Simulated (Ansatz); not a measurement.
**GaH3ClO2: nudged elastic band**

GaH3ClO2, multiplicity 2, computed with UKS PBE/def2-SVP (Ansatz 0.2.0).

It belongs to a series of runs on one base structure; here: band between the two ends. Figures and captions count atoms from 1; the log counts them from 0 in places.

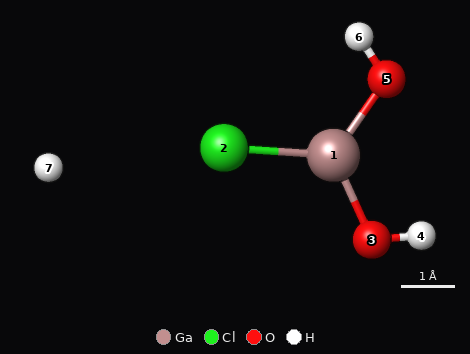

Fig. 1: The input geometry (ball-and-stick view, seen on its broad side; atoms are numbered from 1 in the order of the input). Sticks mark near contacts.

Input
```yaml
crystal:
  periodic: [false, false, false]
  atoms:
    - { symbol: Ga, position_ang: [0.063539, -0.234198, -0.069894] }
    - { symbol: Cl, position_ang: [-0.208581, 0.191303, 2.020192] }
    - { symbol: O, position_ang: [1.727748, -0.295626, -0.720791] }
    - { symbol: H, position_ang: [1.707634, -0.496128, -1.67629] }
    - { symbol: O, position_ang: [-1.33151, -0.525041, -1.160987] }
    - { symbol: H, position_ang: [-2.176897, -0.461474, -0.677211] }
    - { symbol: H, position_ang: [0.008267, 0.022563, 5.408583] }
magnetization:
  spin_polarized: true
  initial_magnetization: 1
basis:
  gaussian: { orbitals: def2-SVP }
hamiltonian:
  xc: pbe
neb:
  order_check: false
  images: 7
  f_tol: 0.05
  max_iterations: 60
  final_atoms:
    - { symbol: Ga, position_ang: [0.43132394, -1.04039831, 0.25147356] }
    - { symbol: Cl, position_ang: [0.73886026, -0.68174798, 2.48077933] }
    - { symbol: O, position_ang: [1.29060915, 0.12473068, -0.87095252] }
    - { symbol: H, position_ang: [2.04449792, -0.31045383, -1.31320099] }
    - { symbol: O, position_ang: [-1.37300617, 0.17954081, 0.53972026] }
    - { symbol: H, position_ang: [-2.17823678, -0.37638859, 0.53543303] }
    - { symbol: H, position_ang: [-1.16384832, 0.30611622, 1.50034933] }
  initial_path:
    images:
      - { positions_ang: [[0.063539, -0.234198, -0.069894], [-0.208581, 0.191303, 2.020192], [1.727748, -0.295626, -0.720791], [1.707634, -0.496128, -1.67629], [-1.33151, -0.525041, -1.160987], [-2.176897, -0.461474, -0.677211], [0.008267, 0.022563, 5.408583]] }
      - { positions_ang: [[0.0470239, -0.17550654, -0.05237912], [-0.15817739, 0.14333645, 2.13768432], [1.68307221, -0.21647576, -0.76360747], [1.7460952, -0.60382246, -1.51892499], [-1.38635553, -0.39853729, -1.09514252], [-2.14517167, -0.56418721, -0.68050508], [0.00371328, 0.01659181, 5.09647686]] }
      - { positions_ang: [[0.0305088, -0.11681508, -0.03486425], [-0.10777378, 0.0953699, 2.25517664], [1.63839642, -0.13732553, -0.80642394], [1.7845564, -0.71151691, -1.36155997], [-1.44120106, -0.27203358, -1.02929804], [-2.11344633, -0.66690041, -0.68379917], [-0.00084043, 0.01062061, 4.78437072]] }
      - { positions_ang: [[0.0139937, -0.05812361, -0.01734937], [-0.05737018, 0.04740335, 2.37266896], [1.59372062, -0.05817529, -0.84924041], [1.8230176, -0.81921137, -1.20419496], [-1.49604659, -0.14552987, -0.96345356], [-2.081721, -0.76961362, -0.68709325], [-0.00539415, 0.00464942, 4.47226458]] }
      - { positions_ang: [[-0.0025214, 0.00056785, 0.0001655], [-0.00696657, -0.0005632, 2.49016128], [1.54904483, 0.02097494, -0.89205687], [1.86147879, -0.92690583, -1.04682994], [-1.55089212, -0.01902616, -0.89760908], [-2.04999567, -0.87232683, -0.69038733], [-0.00994786, -0.00132178, 4.16015845]] }
      - { positions_ang: [[0.10593993, -0.25967369, 0.06299252], [0.17949014, -0.1708594, 2.48781579], [1.48443591, 0.04691388, -0.88678079], [1.90723357, -0.77279283, -1.1134227], [-1.50642063, 0.03061559, -0.53827675], [-2.08205594, -0.74834227, -0.38393224], [-0.29842298, 0.07553772, 3.49520617]] }
      - { positions_ang: [[0.21440127, -0.51991523, 0.12581953], [0.36594684, -0.34115559, 2.4854703], [1.41982699, 0.07285281, -0.8815047], [1.95298836, -0.61867983, -1.18001546], [-1.46194914, 0.08025733, -0.17894441], [-2.11411622, -0.62435771, -0.07747715], [-0.58689809, 0.15239722, 2.83025389]] }
      - { positions_ang: [[0.32286261, -0.78015677, 0.18864655], [0.55240355, -0.51145179, 2.48312481], [1.35521807, 0.09879175, -0.87622861], [1.99874314, -0.46456683, -1.24660822], [-1.41747766, 0.12989907, 0.18038792], [-2.1461765, -0.50037315, 0.22897794], [-0.87537321, 0.22925672, 2.16530161]] }
      - { positions_ang: [[0.43132394, -1.04039831, 0.25147356], [0.73886026, -0.68174798, 2.48077933], [1.29060915, 0.12473068, -0.87095252], [2.04449792, -0.31045383, -1.31320099], [-1.37300617, 0.17954081, 0.53972026], [-2.17823678, -0.37638859, 0.53543303], [-1.16384832, 0.30611622, 1.50034933]] }
```

Machine: 4 threads of Arm Neoverse V2, 24 GiB of memory available, shared host.

Launch command:
```bash
ansatz run input.yaml --threads 4 --pin off --max-ram 5120MiB --backend cpu --events-out ev --progress --plain --runs-dir out
```

What the program printed
```
Engine: ansatz 0.2.0, aarch64-unknown-linux-gnu
Functional definition: PBE
  parameter kappa = 0.804
  parameter beta = 0.06672455060314922
  exchange = pbe_x(kappa = kappa, mu = beta*pi^2/3)
  correlation = pbe_c(beta = beta)
1010 factors; their error is unknown
mean field evaluation 1: about -69000.1311 eV, gradient 6.0e1 eV
mean field evaluation 2: about -68885.1735 eV, gradient 1.6e2 eV
mean field evaluation 4: about -69011.6099 eV, gradient 1.6e1 eV
mean field evaluation 8: about -69012.7148 eV, gradient 1.5e-1 eV
mean field evaluation 16: about -69012.6708 eV, gradient 1.8e-4 eV
mean field -69012.67083267 eV, -2536.1688746323 hartree, gradient 4.2e-5 eV, S^2 0.750004; 0 other end points of the search recorded, 0 dependent functions left out
the calculation of the forces begins
reference -69012.67088082 eV, -2536.1688764017 hartree; 34, 33 occupied and 59, 60 virtual orbitals, 1010 factors
1010 factors; their error is unknown
mean field evaluation 32: about -69014.1485 eV, gradient 1.0e-3 eV
mean field -69014.14851256 eV, -2536.2231783664 hartree, gradient 1.8e-5 eV, S^2 0.751680; 0 other end points of the search recorded, 0 dependent functions left out
[... from here on the field's lines of each further geometry are left out, up to the last ...]
NEB iter   1: max|band force component| = 1.035e1 eV/Å  barrier→ = 1.7670 eV  barrier← = 3.2446 eV  Δτ_max = 0.2000 Å  (295 SCF iters)
NEB iter   2: max|band force component| = 2.761e0 eV/Å  barrier→ = 0.5271 eV  barrier← = 2.0047 eV  Δτ_max = 0.2000 Å  (230 SCF iters)
NEB iter   3: max|band force component| = 4.134e0 eV/Å  barrier→ = 0.3990 eV  barrier← = 1.8767 eV  Δτ_max = 0.1001 Å  (229 SCF iters)
NEB iter   4: max|band force component| = 1.266e0 eV/Å  barrier→ = 0.3457 eV  barrier← = 1.8234 eV  Δτ_max = 0.1988 Å  (225 SCF iters)
NEB iter   5: max|band force component| = 9.400e-1 eV/Å  barrier→ = 0.2788 eV  barrier← = 1.7565 eV  Δτ_max = 0.1765 Å  (228 SCF iters)
NEB iter   6: max|band force component| = 6.273e-1 eV/Å  barrier→ = 0.1942 eV  barrier← = 1.6718 eV  Δτ_max = 0.1955 Å  (217 SCF iters)
NEB iter   7: max|band force component| = 1.412e0 eV/Å  barrier→ = 0.2407 eV  barrier← = 1.7184 eV  Δτ_max = 0.1023 Å  (219 SCF iters)
NEB iter   8: max|band force component| = 7.230e-1 eV/Å  barrier→ = 0.1813 eV  barrier← = 1.6590 eV  Δτ_max = 0.0985 Å  (214 SCF iters)
NEB iter   9: max|band force component| = 5.334e-1 eV/Å  barrier→ = 0.1645 eV  barrier← = 1.6422 eV  Δτ_max = 0.0998 Å  (208 SCF iters)
NEB iter  10: max|band force component| = 3.677e-1 eV/Å  barrier→ = 0.1534 eV  barrier← = 1.6310 eV  CI = image 2  Δτ_max = 0.0998 Å  (211 SCF iters)
NEB iter  11: max|band force component| = 2.302e-1 eV/Å  barrier→ = 0.1486 eV  barrier← = 1.6263 eV  CI = image 2  Δτ_max = 0.0999 Å  (207 SCF iters)
NEB iter  12: max|band force component| = 2.330e-1 eV/Å  barrier→ = 0.1467 eV  barrier← = 1.6244 eV  CI = image 2  Δτ_max = 0.0501 Å  (210 SCF iters)
NEB iter  13: max|band force component| = 8.354e-2 eV/Å  barrier→ = 0.1458 eV  barrier← = 1.6234 eV  CI = image 2  Δτ_max = 0.0553 Å  (205 SCF iters)
NEB iter  14: max|band force component| = 9.269e-2 eV/Å  barrier→ = 0.1451 eV  barrier← = 1.6228 eV  CI = image 2  Δτ_max = 0.0277 Å  (204 SCF iters)
NEB iter  15: max|band force component| = 1.164e-1 eV/Å  barrier→ = 0.1448 eV  barrier← = 1.6224 eV  CI = image 2  Δτ_max = 0.0138 Å  (208 SCF iters)
the calculation of the forces begins
reference -69013.31241982 eV, -2536.1924525250 hartree; 34, 33 occupied and 59, 60 virtual orbitals, 1010 factors
1010 factors; their error is unknown
mean field evaluation 928: about -68866.1665 eV, gradient 1.6e2 eV
mean field -69012.52622785 eV, -2536.1635605032 hartree, gradient 1.0e-5 eV, S^2 0.750019; 1 other end points of the search recorded, 0 dependent functions left out
the calculation of the forces begins
reference -69012.52627597 eV, -2536.1635622713 hartree; 34, 33 occupied and 59, 60 virtual orbitals, 1010 factors
NEB iter  16: max|band force component| = 3.728e-2 eV/Å  barrier→ = 0.1446 eV  barrier← = 1.6223 eV  CI = image 2  Δτ_max = 0.0000 Å  (425 SCF iters)
```

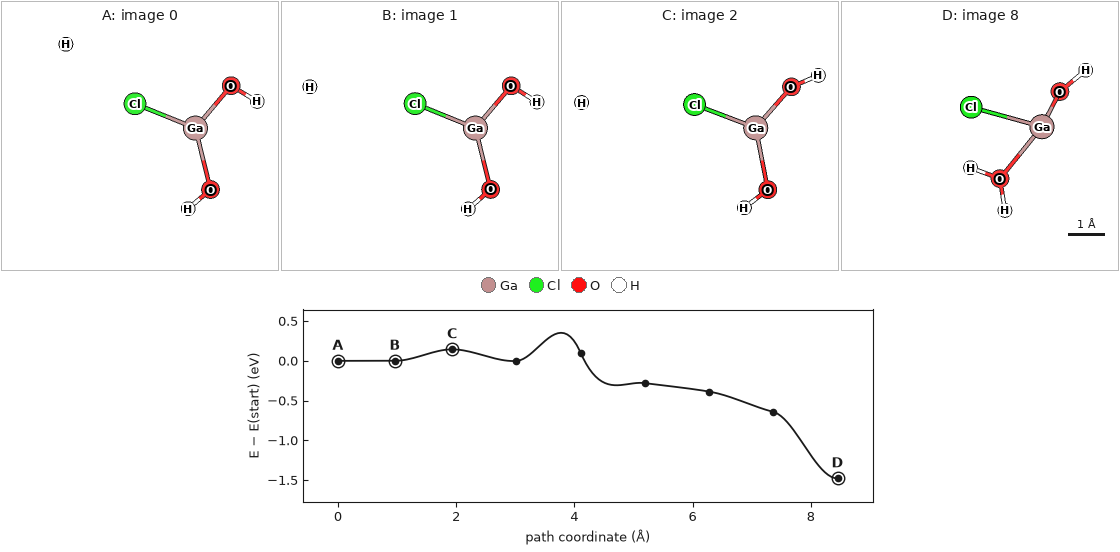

Fig. 2: Images of the last band (counted from 0; ball-and-stick, seen at a tilt) above the energy along the path; the line is a cubic interpolation that uses the forces. The highest image is number 2, 0.145 eV above the start and 1.622 eV above the end (the climbing image); the end lies 1.478 eV below the start. A further maximum stands at image 4, 0.103 eV from the start, so the path isn't one elementary step. The path is 8.45 Å long. The band converged in 16 iterations.

```
Total energy: -69012.52627597 eV, -2536.1635622713 hartree
Atom 0 at     0.126321    -0.286790    -0.122550 Å, force    -0.001054     0.001406    -0.013564 eV/Å
Atom 1 at     0.208660    -0.620589     2.011414 Å, force     0.001930    -0.004645    -0.002836 eV/Å
Atom 2 at     1.603747     0.100415    -1.057338 Å, force     0.006232     0.003113     0.000511 eV/Å
Atom 3 at     2.023403    -0.684694    -1.454366 Å, force    -0.007455    -0.001182     0.003677 eV/Å
Atom 4 at    -1.471851    -0.272787    -0.933023 Å, force     0.000327    -0.001579     0.006353 eV/Å
Atom 5 at    -2.185610    -0.448717    -0.290346 Å, force     0.002135    -0.000157    -0.001937 eV/Å
Atom 6 at    -0.514471     0.414561     4.969810 Å, force    -0.002115     0.003043     0.007796 eV/Å
Dipole moment:    -0.090348    -0.300798    -0.061175 e Å
this run last wrote the band of iteration 16 to [file]
```

The last band as extended XYZ (Å, eV, eV/Å)
```
7
Properties=species:S:1:pos:R:3:forces:R:3 image=0 energy=-69012.67083
Ga    0.0635   -0.2342   -0.0699    0.0010   0.0000  -0.0022
Cl   -0.2086    0.1913    2.0202   -0.0010   0.0000  -0.0013
O     1.7277   -0.2956   -0.7208    0.0016   0.0001   0.0010
H     1.7076   -0.4961   -1.6763   -0.0009   0.0001   0.0013
O    -1.3315   -0.5250   -1.1610   -0.0102   0.0004   0.0049
H    -2.1769   -0.4615   -0.6772    0.0093  -0.0004  -0.0037
H     0.0083    0.0226    5.4086    0.0003  -0.0002   0.0000
7
Properties=species:S:1:pos:R:3:forces:R:3 image=1 energy=-69012.66998
Ga    0.1767   -0.3511   -0.0407    0.0018   0.0023  -0.0081
Cl    0.1327   -0.3248    2.1083   -0.0001  -0.0023   0.0010
O     1.7613   -0.2985   -0.8690   -0.0158  -0.0011   0.0078
H     1.6272   -0.3133   -1.8362    0.0132  -0.0005  -0.0074
O    -1.3256   -0.4224   -1.0192   -0.0077   0.0018  -0.0146
H    -2.1226   -0.4395   -0.4565    0.0100  -0.0019   0.0148
H    -0.4594    0.3509    5.2369   -0.0014   0.0016   0.0065
7
Properties=species:S:1:pos:R:3:forces:R:3 image=2 energy=-69012.52623
Ga    0.1263   -0.2868   -0.1226   -0.0011   0.0014  -0.0136
Cl    0.2087   -0.6206    2.0114    0.0019  -0.0046  -0.0028
O     1.6037    0.1004   -1.0573    0.0062   0.0031   0.0005
H     2.0234   -0.6847   -1.4544   -0.0075  -0.0012   0.0037
O    -1.4719   -0.2728   -0.9330    0.0003  -0.0016   0.0064
H    -2.1856   -0.4487   -0.2903    0.0021  -0.0002  -0.0019
H    -0.5145    0.4146    4.9698   -0.0021   0.0030   0.0078
7
Properties=species:S:1:pos:R:3:forces:R:3 image=3 energy=-69012.67247
Ga    0.0545   -0.3793   -0.1981   -0.0111   0.0101  -0.0062
Cl    0.3584   -0.7557    1.9133    0.0064  -0.0122  -0.0041
O     1.4536   -0.2440   -1.3018    0.0005   0.0214   0.0075
H     2.2886   -0.3049   -0.7995   -0.0176  -0.0197  -0.0211
O    -1.5947   -0.1937   -0.8636    0.0292  -0.0084   0.0159
H    -2.2577   -0.2845   -0.1529    0.0013  -0.0025  -0.0182
H    -0.5126    0.3636    4.5262   -0.0087   0.0114   0.0262
7
Properties=species:S:1:pos:R:3:forces:R:3 image=4 energy=-69012.56748
Ga    0.0813   -0.3390   -0.1722    0.0115  -0.1620  -0.0686
Cl    0.0661   -0.3184    2.5806   -0.5623   0.7041   1.6672
O     1.4873   -0.3734   -1.3335    0.0123   0.0701   0.0902
H     2.3076   -0.3303   -0.8015    0.0172  -0.0271  -0.1190
O    -1.5861   -0.3011   -0.8997    0.0205   0.0481   0.0636
H    -2.2445   -0.2643   -0.1779   -0.0190  -0.0144  -0.0806
H    -0.3214    0.1279    3.9278    0.5197  -0.6189  -1.5528
7
Properties=species:S:1:pos:R:3:forces:R:3 image=5 energy=-69012.95070
Ga    0.0177   -0.8463   -0.3363   -0.0064  -0.0553  -0.0244
Cl    0.2540   -0.5622    2.9104    0.0167  -0.0356   0.0395
O     1.4018    0.0449   -1.1295   -0.0065   0.0410   0.0351
H     2.2554   -0.3839   -0.9300    0.0001  -0.0105  -0.0104
O    -1.5831   -0.0332   -0.6716    0.0032   0.0448   0.0206
H    -2.3156   -0.4994   -0.2268   -0.0029  -0.0221  -0.0117
H    -0.2400    0.4816    3.5073   -0.0043   0.0377  -0.0486
7
Properties=species:S:1:pos:R:3:forces:R:3 image=6 energy=-69013.05682
Ga    0.0185   -0.9457   -0.3092    0.0173  -0.0001  -0.0048
Cl    0.4140   -0.5046    2.8722    0.0096  -0.0035  -0.0041
O     1.3720    0.1031   -0.9457   -0.0073   0.0055   0.0304
H     2.2111   -0.3913   -1.0060    0.0004  -0.0060   0.0006
O    -1.5241    0.0301   -0.1318    0.0119   0.0095   0.0635
H    -2.2886   -0.5598    0.0109   -0.0008   0.0087   0.0183
H    -0.4126    0.4697    2.6332   -0.0310  -0.0141  -0.1039
7
Properties=species:S:1:pos:R:3:forces:R:3 image=7 energy=-69013.31238
Ga    0.1021   -0.9624   -0.1522    0.0266  -0.0118   0.0367
Cl    0.3800   -0.3266    2.7028   -0.0299   0.0361  -0.0389
O     1.3434    0.1002   -0.9553    0.0094   0.0139   0.0033
H     2.1805   -0.3736   -1.1223    0.0000  -0.0065  -0.0065
O    -1.3727    0.0804    0.3725    0.0364   0.0258   0.1124
H    -2.2049   -0.4333    0.3570    0.0268   0.0320   0.0622
H    -0.6382    0.1167    1.9212   -0.0693  -0.0895  -0.1693
7
Properties=species:S:1:pos:R:3:forces:R:3 image=8 energy=-69014.14851
Ga    0.4313   -1.0404    0.2515    0.0054  -0.0017   0.0043
Cl    0.7389   -0.6817    2.4808   -0.0065   0.0008  -0.0070
O     1.2906    0.1247   -0.8710   -0.0003  -0.0046  -0.0004
H     2.0445   -0.3105   -1.3132    0.0017   0.0038  -0.0029
O    -1.3730    0.1795    0.5397   -0.0069  -0.0059   0.0029
H    -2.1782   -0.3764    0.5354    0.0006   0.0023  -0.0058
H    -1.1638    0.3061    1.5003    0.0060   0.0053   0.0089
```

Results in brief

| quantity | value |
| --- | --- |
| outcome | converged |
| barrier, forward | 0.145 eV |
| barrier, backward | 1.622 eV |
| wall time | 2.4 min (CPU time 8.9 min) |
| peak memory | 0.19 GiB |

The order of the saddle point was not checked.
